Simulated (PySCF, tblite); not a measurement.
# 1-methyl-1,2,4-triazole (C3H5N3): isotopologues and vibrational averages

Aim: rotational constants, zero-point energies and shieldings of isotopologues of 1-methyl-1,2,4-triazole (C3H5N3) (`Cn1cncn1`).

Computed with tblite 0.8.0 (tight binding) and PySCF 2.14.0 (DFT, with response routines of our own); each step states its level. Atoms count from 0 throughout.

## Step 1: The molecule as given

11 atoms, charge 0, multiplicity 1; geometry from: force field or distance geometry start.

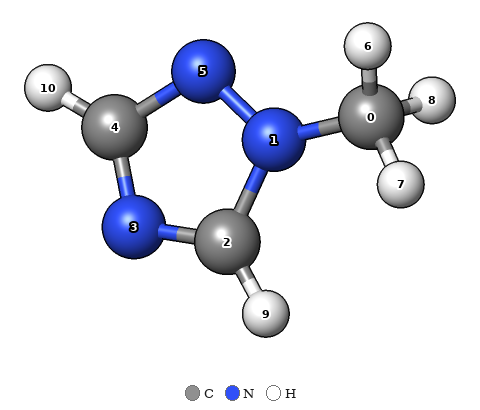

The starting geometry (carbon grey, nitrogen blue, hydrogen white), atoms numbered.

## Step 2: GFN2-xTB relaxation, lowest of a short conformer search

The job: settings as JSON, then the geometry in Å.

```
{"job": {"xc": "GFN2-xTB", "basis": "xTB", "kind": "relax"}, "charge": 0, "multiplicity": 1}
C     -1.444100    -0.862400    -2.736800
N     -1.402100    -0.734700    -1.349500
C     -0.988600    -1.718400    -0.423000
N     -1.066900    -1.170500     0.781900
C     -1.450900     0.054900     0.728100
N     -1.664100     0.337900    -0.627800
H     -1.046600     0.029700    -3.276700
H     -0.905400    -1.734300    -3.067900
H     -2.509900    -1.016700    -3.042900
H     -0.769900    -2.708800    -0.675500
H     -1.602800     0.781500     1.485900
```

The run is started by

```sh
$ OMP_NUM_THREADS=1 python ens_run.py task.json out
```

One launch serves the whole session.

The log of the run:

```text
step      E/eV     max force
  0    -481.96471    5.355
  1    -482.48865    1.784
  2    -482.55369    0.965
  3    -482.58156    0.481
  4    -482.60032    0.328
  5    -482.60444    0.225
  6    -482.61024    0.294
  7    -482.61306    0.230
  8    -482.61519    0.108
  9    -482.61611    0.083
 10    -482.61669    0.082
 11    -482.61721    0.078
 12    -482.61786    0.089
 13    -482.61841    0.073
 14    -482.61874    0.045
 15    -482.61895    0.048
 16    -482.61919    0.066
 17    -482.61947    0.069
 18    -482.61967    0.045
 19    -482.61977    0.022
 20    -482.61983    0.021
 21    -482.61988    0.025
 22    -482.61991    0.017
 23    -482.61992    0.008
 24    -482.61993    0.005
 25    -482.61993    0.005
 26    -482.61993    0.005
 27    -482.61993    0.003
```

Run time: 0.1 s. Hardware: 1 thread of AMD EPYC 7B13, shared host.

The energy fell by 0.655 eV, and the atoms moved 0.07 Å (root mean square).

## Step 3: Tight optimisation and Hessian

The job: settings as JSON, then the geometry in Å.

```
{"job": {"xc": "PBE0", "basis": "pcSseg-1", "grid": 2, "temperatures": [298.15, 400], "kind": "geom"}, "charge": 0, "multiplicity": 1}
C     -1.468389    -0.865579    -2.728374
N     -1.363184    -0.771136    -1.302481
C     -1.015698    -1.708450    -0.403492
N     -1.066717    -1.213783     0.810393
C     -1.460387     0.058201     0.608601
N     -1.649737     0.362456    -0.653294
H     -1.072245     0.045850    -3.175041
H     -0.901277    -1.726672    -3.077133
H     -2.513731    -0.973817    -3.026365
H     -0.736157    -2.709591    -0.659963
H     -1.603867     0.760701     1.402835
```

The log of the run:

```text
step   0  E = -7652.1738252 eV  max force = 0.73156
step   1  E = -7652.1947314 eV  max force = 0.30435
step   2  E = -7652.1887395 eV  max force = 0.44244
step   3  E = -7652.1980186 eV  max force = 0.05934
step   4  E = -7652.1991882 eV  max force = 0.06983
step   5  E = -7652.1993820 eV  max force = 0.07983
step   6  E = -7652.1996913 eV  max force = 0.07642
step   7  E = -7652.2001592 eV  max force = 0.07215
step   8  E = -7652.2008157 eV  max force = 0.05778
step   9  E = -7652.2013457 eV  max force = 0.04433
step  10  E = -7652.2015018 eV  max force = 0.05248
step  11  E = -7652.2016716 eV  max force = 0.02459
step  12  E = -7652.2016950 eV  max force = 0.00269
step  13  E = -7652.2016992 eV  max force = 0.00181
step  14  E = -7652.2017004 eV  max force = 0.00197
step  15  E = -7652.2017005 eV  max force = 0.00079
step  16  E = -7652.2017005 eV  max force = 0.00079
step  17  E = -7652.2017005 eV  max force = 0.00030
harmonic wavenumbers (cm-1): 96.3 235.8 371.7 669.3 705.3 719.3 858.7 909.6 985.4 1052.0 1080.2 1147.6 1182.7 1242.3 1334.9 1359.7 1413.5 1451.3 1466.9 1485.6 1533.3 1579.6 3074.7 3160.9 3181.7 3266.4 3274.5
```

It took 13 min on 1 thread of AMD EPYC 7B13, shared host; peak memory 0.56 GiB.

## Step 4: Displacements along the modes, parent

The job: settings as JSON, then the geometry in Å.

```
{"job": {"xc": "PBE0", "basis": "pcSseg-1", "grid": 2, "temperatures": [298.15, 400], "kind": "vib", "mass_numbers": [12, 14, 12, 14, 12, 14, 1, 1, 1, 1, 1]}, "charge": 0, "multiplicity": 1}
C     -1.483803    -0.865589    -2.726360
N     -1.376452    -0.774238    -1.293105
C     -0.933013    -1.682672    -0.406902
N     -0.999545    -1.200390     0.815162
C     -1.503876     0.038012     0.610590
N     -1.748599     0.342477    -0.649437
H     -0.873365    -0.089289    -3.196200
H     -1.130139    -1.848863    -3.044222
H     -2.526194    -0.737064    -3.031251
H     -0.577860    -2.665131    -0.693896
H     -1.698544     0.740926     1.411308
```

The log of the run:

```text
mode    cm-1    km/mol   phi_rrr   E(+)/cm-1  E(-)/cm-1
  1     96.31     0.08     -11.0     136.50     136.74
  2    235.75     2.29      -1.0      43.14      43.23
  3    371.72     1.33       6.4      67.30      67.04
  4    669.34     8.13      -0.1     120.66     120.41
  5    705.29    25.18       0.0     127.08     126.96
  6    719.30     8.93      87.7     132.70     126.35
  7    858.65    13.01       0.4     158.78     158.41
  8    909.59     8.33       0.4     167.26     167.61
  9    985.39     8.08     -17.3     176.75     178.00
 10   1051.99    20.76     121.2     193.79     185.24
 11   1080.24    19.20      65.4     197.17     192.27
 12   1147.59     0.12      -0.4     207.18     207.23
 13   1182.67    24.40    -125.3     208.61     217.67
 14   1242.35     5.09     -11.8     223.71     224.32
 15   1334.90    25.61     128.9     245.03     235.76
 16   1359.66     8.61    -119.8     240.54     249.23
 17   1413.49    10.12     239.4     263.35     246.07
 18   1451.30     3.43      83.7     264.54     258.50
 19   1466.88    13.85       0.1     264.11     264.12
 20   1485.58    14.12     -60.2     265.22     269.70
 21   1533.26     5.28      47.6     277.75     274.36
 22   1579.59    63.43       2.8     284.50     284.32
 23   3074.72    24.25    1061.6     593.37     517.02
 24   3160.94     4.13      -3.0     571.89     572.09
 25   3181.66     2.95   -1114.8     536.04     616.20
 26   3266.37     1.09   -1793.2     528.56     657.22
 27   3274.45     1.61    1830.6     660.14     528.70
```

Run time: 11 min. Hardware: 1 thread of AMD EPYC 7B13, shared host; peak memory 0.63 GiB.

## Step 5: Displacements along the modes, 2H at atom 6

Changed since step 4:

```diff
@@ -1,2 +1,2 @@
-{"job": {"xc": "PBE0", "basis": "pcSseg-1", "grid": 2, "temperatures": [298.15, 400], "kind": "vib", "mass_numbers": [12, 14, 12, 14, 12, 14, 1, 1, 1, 1, 1]}, "charge": 0, "multiplicity": 1}
+{"job": {"xc": "PBE0", "basis": "pcSseg-1", "grid": 2, "temperatures": [298.15, 400], "kind": "vib", "mass_numbers": [12, 14, 12, 14, 12, 14, 2, 1, 1, 1, 1]}, "charge": 0, "multiplicity": 1}
 C     -1.483803    -0.865589    -2.726360
```

The log of the run:

```text
mode    cm-1    km/mol   phi_rrr   E(+)/cm-1  E(-)/cm-1
  1     84.62     0.05      -8.3     100.71     100.72
  2    228.65     1.92       1.5      41.91      41.77
  3    361.33     1.22       4.7      65.38      65.28
  4    661.83     5.07       1.6     119.34     118.99
  5    698.62    18.04     -39.5     124.33     127.22
  6    706.98    17.50      12.0     127.79     126.78
  7    858.30    13.28       2.3     158.80     158.28
  8    909.57     8.37       0.7     167.26     167.59
  9    943.08     3.37      25.2     171.08     169.15
 10    985.40     7.85     -17.0     176.76     177.99
 11   1043.13     7.04     -61.8     185.90     190.09
 12   1067.44    30.62      70.8     194.82     189.61
 13   1181.89    24.56    -118.2     208.75     217.29
 14   1235.33     7.98       2.9     222.93     222.50
 15   1286.25     5.07       4.8     231.88     231.41
 16   1332.46    16.23     -90.8     236.70     243.23
 17   1350.86    23.26     -15.1     242.93     243.94
 18   1382.78     1.87     -80.0     246.15     251.88
 19   1417.77     9.95    -257.2     246.21     264.76
 20   1466.88    12.26     -65.0     261.89     266.54
 21   1514.88     5.27      55.6     274.83     270.92
 22   1578.90    62.98       7.1     284.53     284.05
 23   2296.30     9.00   -1221.2     372.55     460.24
 24   3111.45    15.55   -1396.2     512.94     613.28
 25   3177.82     3.12    -736.8     548.77     601.78
 26   3266.37     1.09   -1793.2     528.56     657.22
 27   3274.45     1.61    1830.7     660.14     528.70
```

It took 12 min on 1 thread of AMD EPYC 7B13, shared host; peak memory 0.58 GiB.

## Step 6: Vibrational averages by isotopologue

The job: settings as JSON, then the geometry in Å.

```
{"job": {"xc": "PBE0", "basis": "pcSseg-1", "grid": 2, "temperatures": [298.15, 400], "kind": "iso"}, "charge": 0, "multiplicity": 1}
C     -1.483803    -0.865589    -2.726360
N     -1.376452    -0.774238    -1.293105
C     -0.933013    -1.682672    -0.406902
N     -0.999545    -1.200390     0.815162
C     -1.503876     0.038012     0.610590
N     -1.748599     0.342477    -0.649437
H     -0.873365    -0.089289    -3.196200
H     -1.130139    -1.848863    -3.044222
H     -2.526194    -0.737064    -3.031251
H     -0.577860    -2.665131    -0.693896
H     -1.698544     0.740926     1.411308
```

The log of the run:

```text
parent
  Be/MHz 9599.187 3814.222 2777.675
  B0/MHz 9515.365 3787.592 2756.933
  ZPE/cm-1 19419.5
  <sigma>(0 K)/ppm 145.005 26.103 34.519 -35.966 24.490 -80.632 26.915 27.167 26.893 23.254 23.126
2H at atom 6
  Be/MHz 9424.907 3628.954 2685.62
  B0/MHz 9342.446 3603.918 2666.015
  ZPE/cm-1 18711.7
  <sigma>(0 K)/ppm 145.307 26.221 34.501 -35.876 24.458 -80.560 27.044 27.193 26.918 23.256 23.124
```

It took 37 min on 1 thread of AMD EPYC 7B13, shared host; peak memory 0.63 GiB. This counts the whole study up to here.

Rotational constants (MHz) at equilibrium and in the ground state:

```csv
isotopologue,Be,B0,zero-point change (cm⁻¹)
parent,"9599.2, 3814.2, 2777.7","9515.4, 3787.6, 2756.9",0.0
2H at atom 6,"9424.9, 3629.0, 2685.6","9342.4, 3603.9, 2666.0",-707.8
```

Shieldings of the first species (ppm): at equilibrium, the vibrational parts at 0 K, and the averages:

```csv
atom,equilibrium,anharmonic,harmonic,0 K,298.15 K,400 K
C0,149.07,1.77,-5.83,145.01,144.03,143.55
N1,33.05,-1.90,-5.04,26.10,26.21,26.09
C2,38.09,-1.40,-2.16,34.52,34.35,34.14
N3,-26.29,-2.95,-6.73,-35.97,-38.84,-40.37
C4,27.33,-1.34,-1.50,24.49,25.35,25.64
N5,-69.67,-3.79,-7.17,-80.63,-82.81,-84.12
H6,27.55,0.39,-1.03,26.91,26.83,26.78
H7,27.84,0.36,-1.03,27.17,26.97,26.89
H8,27.56,0.36,-1.02,26.89,26.77,26.71
H9,23.71,-0.13,-0.33,23.25,23.16,23.11
H10,23.57,-0.14,-0.31,23.13,23.17,23.19
```

Isotope effects on the shieldings at 0 K (ppb; positive means more shielded):

```csv
atom,2H at atom 6
C0,302
N1,118
C2,-18
N3,91
C4,-32
N5,72
H6,129
H7,26
H8,25
H9,2
H10,-2
```

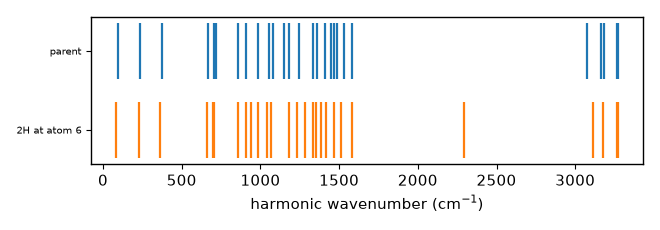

Harmonic wavenumbers of each isotopologue.

## Step 7: What came out

| quantity | value |
| --- | --- |
| point group | Cs |
| B0 of the first species | 9515.4, 3787.6, 2756.9 MHz |
| zero-point energy | 19420 cm⁻¹ |
| zero-point change of σ(N5) | -10.97 ppm |

**Reading.** Zero-point motion changes the shielding of N5 most, by -10.97 ppm. The largest secondary isotope effect is 302 ppb on C0, 1 bond from the change (2H at atom 6). The job flags a low mode; perturbation theory is less sure for low modes. Internal rotors are held in one well.
